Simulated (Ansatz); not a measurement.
**Nudged elastic band, with input and output: Si2NH3**

- system: Si2NH3
- method: UKS B3LYP-D4/def2-SVP (Ansatz 0.2.0)

One setting was made poor on purpose. It belongs to a series of runs on one base structure; here: band between the two ends. Figures and captions count atoms from 1; the log counts them from 0 in places.

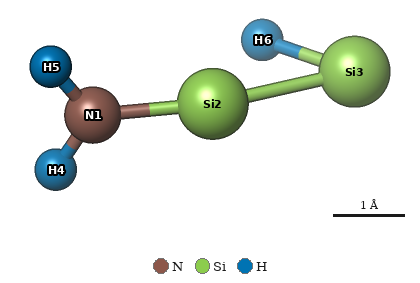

**Figure 1.** The starting structure (ball-and-stick view, seen at a tilt; atoms are numbered from 1 in the order of the input). Bond lengths as drawn: H–N 1.02 Å, H–Si 1.63 Å, N–Si 1.70 Å and Si–Si 2.12 Å.

## The input
```yaml
crystal:
  periodic: [false, false, false]
  atoms:
    - { symbol: "N", position_ang: [-0.962924, 0.242727, -0.690851] }
    - { symbol: Si, position_ang: [0.46443, 0.393984, 0.228347] }
    - { symbol: Si, position_ang: [2.196904, 0.107436, 1.422739] }
    - { symbol: H, position_ang: [-1.895812, 0.331565, -0.297952] }
    - { symbol: H, position_ang: [-0.970347, 0.018739, -1.682002] }
    - { symbol: H, position_ang: [1.16775, -1.094451, 1.019718] }
magnetization:
  spin_polarized: true
basis:
  gaussian: { orbitals: def2-SVP }
hamiltonian:
  xc: b3lyp
  dispersion: d4
neb:
  order_check: false
  images: 5
  f_tol: 0.05
  max_iterations: 60
  spring: 50.0
  final_atoms:
    - { symbol: "N", position_ang: [-1.48913374, 0.33990273, -0.28015868] }
    - { symbol: Si, position_ang: [0.06093102, 0.12420123, -0.73123705] }
    - { symbol: Si, position_ang: [1.75193671, 0.12940396, 0.93666588] }
    - { symbol: H, position_ang: [-1.75304849, 0.1663562, 0.69264423] }
    - { symbol: H, position_ang: [0.33136886, 0.34510773, -2.18257385] }
    - { symbol: H, position_ang: [1.09794664, -1.10497185, 1.56465847] }
  initial_path:
    images:
      - { positions_ang: [[-0.962924, 0.242727, -0.690851], [0.46443, 0.393984, 0.228347], [2.196904, 0.107436, 1.422739], [-1.895812, 0.331565, -0.297952], [-0.970347, 0.018739, -1.682002], [1.16775, -1.094451, 1.019718]] }
      - { positions_ang: [[-1.07495247, 0.30913379, -0.63095364], [0.38176563, 0.14175184, -0.14287487], [1.93770609, -0.07768919, 1.25902161], [-1.91674705, 0.23879213, -0.15006054], [-0.79832208, 0.27706603, -1.77718467], [1.47055088, -0.8890546, 1.4420511]] }
      - { positions_ang: [[-1.18698093, 0.37554058, -0.57105627], [0.29910126, -0.11048032, -0.51409673], [1.67850818, -0.26281437, 1.09530423], [-1.9376821, 0.14601927, -0.00216908], [-0.62629716, 0.53539305, -1.87236733], [1.77335175, -0.68365821, 1.86438419]] }
      - { positions_ang: [[-1.2990094, 0.44194737, -0.51115891], [0.21643689, -0.36271248, -0.8853186], [1.41931027, -0.44793956, 0.93158684], [-1.95861714, 0.0532464, 0.14572237], [-0.45427225, 0.79372008, -1.96755], [2.07615263, -0.47826181, 2.28671729]] }
      - { positions_ang: [[-1.36238418, 0.40793249, -0.43415884], [0.1646016, -0.20040791, -0.83395808], [1.53018575, -0.25549172, 0.93327986], [-1.89009426, 0.09094967, 0.32802966], [-0.19239188, 0.64418263, -2.03922462], [1.75008397, -0.68716516, 2.04603102]] }
      - { positions_ang: [[-1.42575896, 0.37391761, -0.35715876], [0.11276631, -0.03810334, -0.78259757], [1.64106123, -0.06304388, 0.93497287], [-1.82157138, 0.12865294, 0.51033695], [0.06948849, 0.49464518, -2.11089924], [1.42401531, -0.8960685, 1.80534475]] }
      - { positions_ang: [[-1.48913374, 0.33990273, -0.28015868], [0.06093102, 0.12420123, -0.73123705], [1.75193671, 0.12940396, 0.93666588], [-1.75304849, 0.1663562, 0.69264423], [0.33136886, 0.34510773, -2.18257385], [1.09794664, -1.10497185, 1.56465847]] }
```

Run on 2 threads of Arm Neoverse V1, 24 GiB of memory available, shared host.

Command:
```bash
ansatz run input.yaml --threads 2 --pin off --max-ram 3072MiB --backend cpu --events-out ev --progress --plain --runs-dir out
```

## Output
```
Engine: ansatz 0.2.0, aarch64-unknown-linux-gnu
Functional definition: B3LYP
  parameter a0 = 0.2
  parameter ax = 0.72
  parameter ac = 0.81
  exchange = (1 - a0 - ax)*slater_x + ax*b88_x + a0*exact_x
  correlation = (1 - ac)*vwn_rpa_c + ac*lyp_c
667 factors; integrals over basis functions are off by at most 5.0e-4 eV
mean field evaluation 1: about -17281.1936 eV, gradient 3.7e1 eV
mean field evaluation 2: about -17267.5842 eV, gradient 6.2e1 eV
mean field evaluation 4: about -17286.3773 eV, gradient 7.5e0 eV
mean field evaluation 8: about -17286.8782 eV, gradient 2.8e-1 eV
mean field evaluation 16: about -17286.8789 eV, gradient 5.8e-5 eV
mean field -17286.87889637 eV, -635.2810819743 hartree, gradient 5.8e-5 eV, S^2 0.000000; 1 other end points of the search recorded, 0 dependent functions left out
the calculation of the forces begins
reference -17286.87912234 eV, -635.2810902783 hartree; 19, 19 occupied and 46, 46 virtual orbitals, 667 factors
667 factors; integrals over basis functions are off by at most 1.0e-3 eV
mean field evaluation 32: about -17285.9095 eV, gradient 1.4e-3 eV
mean field -17285.90952969 eV, -635.2454584059 hartree, gradient 5.2e-6 eV, S^2 0.000000; 2 other end points of the search recorded, 0 dependent functions left out
[... from here on the field's lines of each further geometry are left out, up to the last ...]
NEB iter   1: max|band force component| = 3.815e1 eV/Å  barrier→ = 13.9540 eV  barrier← = 12.9994 eV  Δτ_max = 0.1948 Å  (1038 SCF iters)
NEB iter   2: max|band force component| = 1.187e1 eV/Å  barrier→ = 5.9401 eV  barrier← = 4.9855 eV  Δτ_max = 0.2000 Å  (276 SCF iters)
NEB iter   3: max|band force component| = 9.403e0 eV/Å  barrier→ = 4.2881 eV  barrier← = 3.3335 eV  Δτ_max = 0.2000 Å  (252 SCF iters)
NEB iter   4: max|band force component| = 7.215e0 eV/Å  barrier→ = 2.9271 eV  barrier← = 1.9726 eV  Δτ_max = 0.2000 Å  (304 SCF iters)
NEB iter   5: max|band force component| = 4.890e0 eV/Å  barrier→ = 2.9109 eV  barrier← = 1.9563 eV  Δτ_max = 0.2000 Å  (243 SCF iters)
NEB iter   6: max|band force component| = 1.948e0 eV/Å  barrier→ = 2.5170 eV  barrier← = 1.5625 eV  Δτ_max = 0.2000 Å  (302 SCF iters)
NEB iter   7: max|band force component| = 1.220e0 eV/Å  barrier→ = 2.2771 eV  barrier← = 1.3225 eV  Δτ_max = 0.2000 Å  (251 SCF iters)
NEB iter   8: max|band force component| = 6.987e-1 eV/Å  barrier→ = 2.1849 eV  barrier← = 1.2303 eV  Δτ_max = 0.2000 Å  (317 SCF iters)
NEB iter   9: max|band force component| = 8.102e-1 eV/Å  barrier→ = 2.1421 eV  barrier← = 1.1876 eV  CI = image 4  Δτ_max = 0.2000 Å  (228 SCF iters)
NEB iter  10: max|band force component| = 1.417e0 eV/Å  barrier→ = 2.5364 eV  barrier← = 1.5818 eV  CI = image 4  Δτ_max = 0.1016 Å  (300 SCF iters)
NEB iter  11: max|band force component| = 1.456e0 eV/Å  barrier→ = 2.6948 eV  barrier← = 1.7402 eV  CI = image 4  Δτ_max = 0.1027 Å  (305 SCF iters)
NEB iter  12: max|band force component| = 1.583e0 eV/Å  barrier→ = 2.7736 eV  barrier← = 1.8191 eV  CI = image 4  Δτ_max = 0.2000 Å  (253 SCF iters)
NEB iter  13: max|band force component| = 1.808e0 eV/Å  barrier→ = 2.8373 eV  barrier← = 1.8827 eV  CI = image 4  Δτ_max = 0.2000 Å  (208 SCF iters)
NEB iter  14: max|band force component| = 1.916e0 eV/Å  barrier→ = 2.9103 eV  barrier← = 1.9557 eV  CI = image 4  Δτ_max = 0.1995 Å  (187 SCF iters)
NEB iter  15: max|band force component| = 1.716e0 eV/Å  barrier→ = 2.8612 eV  barrier← = 1.9067 eV  CI = image 4  Δτ_max = 0.2000 Å  (191 SCF iters)
NEB iter  16: max|band force component| = 1.287e0 eV/Å  barrier→ = 2.8681 eV  barrier← = 1.9136 eV  CI = image 4  Δτ_max = 0.1970 Å  (194 SCF iters)
NEB iter  17: max|band force component| = 1.362e0 eV/Å  barrier→ = 2.9692 eV  barrier← = 2.0146 eV  CI = image 4  Δτ_max = 0.1966 Å  (192 SCF iters)
NEB iter  18: max|band force component| = 1.637e0 eV/Å  barrier→ = 3.2777 eV  barrier← = 2.3231 eV  CI = image 4  Δτ_max = 0.1479 Å  (200 SCF iters)
NEB iter  19: max|band force component| = 4.239e0 eV/Å  barrier→ = 2.7570 eV  barrier← = 1.8024 eV  CI = image 4  Δτ_max = 0.0779 Å  (309 SCF iters)
NEB iter  20: max|band force component| = 3.840e0 eV/Å  barrier→ = 2.3472 eV  barrier← = 1.3926 eV  CI = image 4  Δτ_max = 0.1522 Å  (200 SCF iters)
NEB iter  21: max|band force component| = 2.674e1 eV/Å  barrier→ = 1.7456 eV  barrier← = 0.7910 eV  CI = image 5  Δτ_max = 0.1978 Å  (187 SCF iters)
NEB iter  22: max|band force component| = 3.771e0 eV/Å  barrier→ = 2.8419 eV  barrier← = 1.8873 eV  CI = image 4  Δτ_max = 0.1958 Å  (272 SCF iters)
NEB iter  23: max|band force component| = 1.161e0 eV/Å  barrier→ = 3.1241 eV  barrier← = 2.1695 eV  CI = image 4  Δτ_max = 0.0911 Å  (222 SCF iters)
NEB iter  24: max|band force component| = 5.799e-1 eV/Å  barrier→ = 2.9817 eV  barrier← = 2.0272 eV  CI = image 4  Δτ_max = 0.0939 Å  (198 SCF iters)
NEB iter  25: max|band force component| = 3.382e-1 eV/Å  barrier→ = 2.9298 eV  barrier← = 1.9752 eV  CI = image 4  Δτ_max = 0.1943 Å  (211 SCF iters)
NEB iter  26: max|band force component| = 8.525e-1 eV/Å  barrier→ = 2.9153 eV  barrier← = 1.9607 eV  CI = image 4  Δτ_max = 0.0990 Å  (218 SCF iters)
NEB iter  27: max|band force component| = 1.942e-1 eV/Å  barrier→ = 2.9099 eV  barrier← = 1.9554 eV  CI = image 4  Δτ_max = 0.1006 Å  (301 SCF iters)
NEB iter  28: max|band force component| = 2.807e-1 eV/Å  barrier→ = 2.9063 eV  barrier← = 1.9517 eV  CI = image 4  Δτ_max = 0.0501 Å  (266 SCF iters)
NEB iter  29: max|band force component| = 2.564e-1 eV/Å  barrier→ = 2.9040 eV  barrier← = 1.9495 eV  CI = image 4  Δτ_max = 0.0499 Å  (315 SCF iters)
NEB iter  30: max|band force component| = 4.381e-1 eV/Å  barrier→ = 2.9031 eV  barrier← = 1.9485 eV  CI = image 4  Δτ_max = 0.0501 Å  (256 SCF iters)
NEB iter  31: max|band force component| = 6.432e-1 eV/Å  barrier→ = 2.9026 eV  barrier← = 1.9481 eV  CI = image 4  Δτ_max = 0.0993 Å  (209 SCF iters)
NEB iter  32: max|band force component| = 6.264e-1 eV/Å  barrier→ = 2.9025 eV  barrier← = 1.9479 eV  CI = image 4  Δτ_max = 0.2000 Å  (212 SCF iters)
NEB iter  33: max|band force component| = 3.500e-1 eV/Å  barrier→ = 2.9023 eV  barrier← = 1.9477 eV  CI = image 4  Δτ_max = 0.2000 Å  (282 SCF iters)
NEB iter  34: max|band force component| = 5.711e-1 eV/Å  barrier→ = 2.9022 eV  barrier← = 1.9476 eV  CI = image 4  Δτ_max = 0.0426 Å  (202 SCF iters)
NEB iter  35: max|band force component| = 2.818e-1 eV/Å  barrier→ = 2.9021 eV  barrier← = 1.9475 eV  CI = image 4  Δτ_max = 0.0542 Å  (200 SCF iters)
NEB iter  36: max|band force component| = 1.431e-1 eV/Å  barrier→ = 2.9021 eV  barrier← = 1.9475 eV  CI = image 4  Δτ_max = 0.0417 Å  (186 SCF iters)
NEB iter  37: max|band force component| = 8.314e-2 eV/Å  barrier→ = 2.9021 eV  barrier← = 1.9475 eV  CI = image 4  Δτ_max = 0.0369 Å  (309 SCF iters)
NEB iter  38: max|band force component| = 8.078e-2 eV/Å  barrier→ = 2.9021 eV  barrier← = 1.9475 eV  CI = image 4  Δτ_max = 0.0460 Å  (243 SCF iters)
NEB iter  39: max|band force component| = 3.583e-1 eV/Å  barrier→ = 2.9020 eV  barrier← = 1.9475 eV  CI = image 4  Δτ_max = 0.0161 Å  (184 SCF iters)
the calculation of the forces begins
reference -17285.80822238 eV, -635.2417354309 hartree; 19, 19 occupied and 46, 46 virtual orbitals, 668 factors
667 factors; integrals over basis functions are off by at most 9.0e-4 eV
mean field evaluation 2336: about -17283.8439 eV, gradient 3.9e-2 eV
mean field evaluation 2368: about -17283.9744 eV, gradient 5.2e-4 eV
mean field -17283.97442663 eV, -635.1743446801 hartree, gradient 3.0e-5 eV, S^2 0.640249; 6 other end points of the search recorded, 0 dependent functions left out
the calculation of the forces begins
reference -17283.97466116 eV, -635.1743532987 hartree; 19, 19 occupied and 46, 46 virtual orbitals, 667 factors
NEB iter  40: max|band force component| = 4.056e-2 eV/Å  barrier→ = 2.9020 eV  barrier← = 1.9474 eV  CI = image 4  Δτ_max = 0.0000 Å  (484 SCF iters)
```

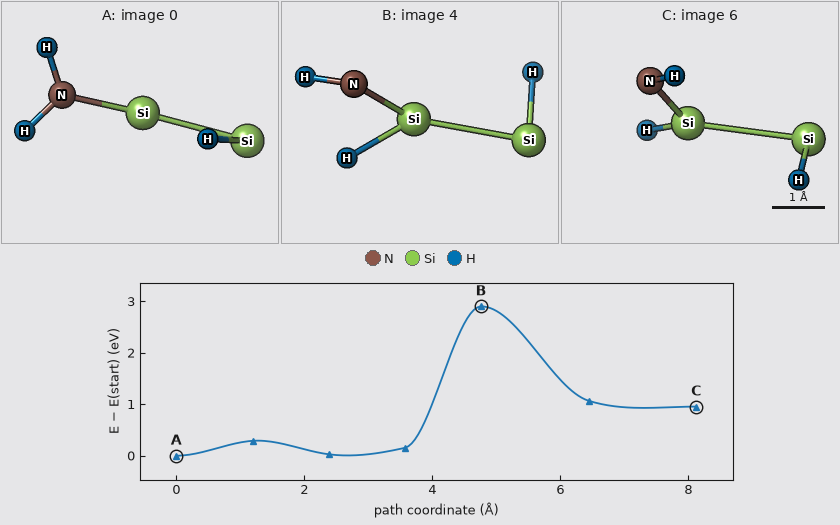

**Figure 2.** Images of the last band (counted from 0; ball-and-stick, seen at a tilt) above the energy along the path; the line is a cubic interpolation that uses the forces. The highest image is number 4, 2.902 eV above the start and 1.947 eV above the end (the climbing image); the end lies 0.955 eV above the start. The path is 8.12 Å long. The band converged in 40 iterations.

```
Total energy: -17284.19475288 eV, -635.1824415204 hartree
Atom 0 at    -1.340084    -0.330638    -0.574733 Å, force    -0.004627     0.001804    -0.003484 eV/Å
Atom 1 at     0.161604     0.276720    -0.013270 Å, force     0.001977     0.003533     0.004968 eV/Å
Atom 2 at     2.206306    -0.534561     0.576420 Å, force     0.000589    -0.000647     0.000009 eV/Å
Atom 3 at    -2.125441     0.328392    -0.629929 Å, force     0.005217    -0.001797     0.000444 eV/Å
Atom 4 at    -0.547743     0.732578    -1.366677 Å, force    -0.003218    -0.002418    -0.001296 eV/Å
Atom 5 at     1.645359    -0.472490     2.008187 Å, force     0.000061    -0.000476    -0.000640 eV/Å
Dipole moment:    -0.333059     0.238568    -0.017717 e Å
this run last wrote the band of iteration 40 to [file]
```

## The last band as extended XYZ (Å, eV, eV/Å)
```
6
Properties=species:S:1:pos:R:3:forces:R:3 image=0 energy=-17287.09655
N    -0.9629    0.2427   -0.6909   -0.0023  -0.0017  -0.0022
Si    0.4644    0.3940    0.2283    0.0138  -0.0049   0.0080
Si    2.1969    0.1074    1.4227   -0.0040   0.0096  -0.0032
H    -1.8958    0.3316   -0.2980    0.0021  -0.0001   0.0000
H    -0.9703    0.0187   -1.6820   -0.0010   0.0012   0.0021
H     1.1678   -1.0945    1.0197   -0.0086  -0.0042  -0.0047
6
Properties=species:S:1:pos:R:3:forces:R:3 image=1 energy=-17286.80762
N    -0.8827    0.0815   -0.7624   -0.0022   0.0106  -0.0032
Si    0.6656    0.2227   -0.0170   -0.0087   0.0173   0.0208
Si    2.3341   -0.0302    1.2734   -0.0037   0.0204   0.0105
H    -1.7109   -0.2030   -0.2475   -0.0108   0.0387   0.0206
H    -1.1130    0.6386   -1.5800    0.0092  -0.0399  -0.0194
H     0.7069   -0.7096    1.3335    0.0162  -0.0471  -0.0292
6
Properties=species:S:1:pos:R:3:forces:R:3 image=2 energy=-17287.06943
N    -0.9189    0.1442   -0.7474   -0.0076  -0.0255  -0.0120
Si    0.6759    0.0064   -0.1583   -0.0190  -0.0543   0.0032
Si    2.3583   -0.3497    1.0895   -0.0001  -0.0372  -0.0425
H    -1.5807   -0.6261   -0.7528    0.0105  -0.0376  -0.1041
H    -1.3367    1.0248   -1.0292   -0.0281   0.0598   0.0475
H     0.8022   -0.1996    1.5982    0.0444   0.0948   0.1079
6
Properties=species:S:1:pos:R:3:forces:R:3 image=3 energy=-17286.94350
N    -1.0909    0.2014   -0.7924    0.0033   0.2695  -0.0114
Si    0.2490   -0.3123    0.1127    0.0517  -0.2654   0.0007
Si    2.3103   -0.4853    0.7091    0.0474  -0.1410   0.0146
H    -1.9887   -0.2656   -0.8806    0.0582  -0.1532  -0.0443
H    -1.0916    1.1251   -1.2153   -0.1617   0.1193   0.0056
H     1.6118   -0.2633    2.0666    0.0013   0.1707   0.0349
6
Properties=species:S:1:pos:R:3:forces:R:3 image=4 energy=-17284.19452
N    -1.3401   -0.3306   -0.5747   -0.0046   0.0018  -0.0035
Si    0.1616    0.2767   -0.0133    0.0020   0.0035   0.0050
Si    2.2063   -0.5346    0.5764    0.0006  -0.0006   0.0000
H    -2.1254    0.3284   -0.6299    0.0052  -0.0018   0.0004
H    -0.5477    0.7326   -1.3667   -0.0032  -0.0024  -0.0013
H     1.6454   -0.4725    2.0082    0.0001  -0.0005  -0.0006
6
Properties=species:S:1:pos:R:3:forces:R:3 image=5 energy=-17286.02887
N    -1.6161    0.1579   -0.4500   -0.0785   0.1661  -0.0064
Si   -0.0025    0.2197   -0.5401   -0.0759  -0.0088  -0.2010
Si    1.9058   -0.7857    0.5668   -0.0996  -0.0222   0.0161
H    -2.1785   -0.1391    0.3354   -0.0407  -0.2665   0.3725
H     0.3384    0.7919   -1.8642    0.3710   0.0879  -0.1790
H     1.5529   -0.2447    1.9522   -0.0762   0.0436  -0.0022
6
Properties=species:S:1:pos:R:3:forces:R:3 image=6 energy=-17286.14197
N    -1.4891    0.3399   -0.2802   -0.0057  -0.0046   0.0148
Si    0.0609    0.1242   -0.7312    0.0037   0.0038  -0.0047
Si    1.7519    0.1294    0.9367   -0.0036  -0.0035   0.0007
H    -1.7530    0.1664    0.6926    0.0052   0.0037  -0.0150
H     0.3314    0.3451   -2.1826   -0.0024  -0.0002   0.0014
H     1.0979   -1.1050    1.5647    0.0028   0.0008   0.0027
```

## Key numbers

| quantity | value |
| --- | --- |
| outcome | converged |
| barrier, forward | 2.902 eV |
| barrier, backward | 1.947 eV |
| wall time | 6.4 min (CPU time 12 min) |
| peak memory | 0.17 GiB |

## Notes

A deliberately poor setting: spring. ⟨S²⟩ is 0.64 against 0.00 for a pure state: the solution is spin-contaminated. The order of the saddle point was not checked.
